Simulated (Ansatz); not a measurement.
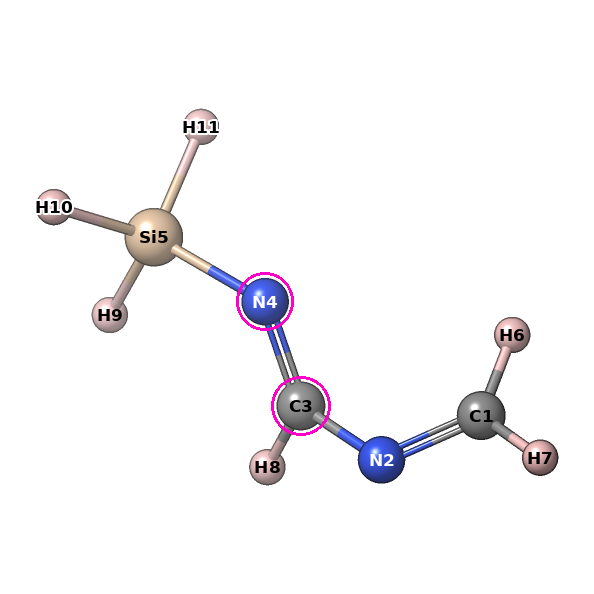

Atoms fade into the background with distance from the viewer. Circles mark the stereogenic atoms. The computed structure is the end point of a PBE-D4/def2-SVP optimisation. No frequency run is at hand to confirm it as a minimum.

Question: Give the R/S and E/Z labels.

Answer: C3=N4: E.
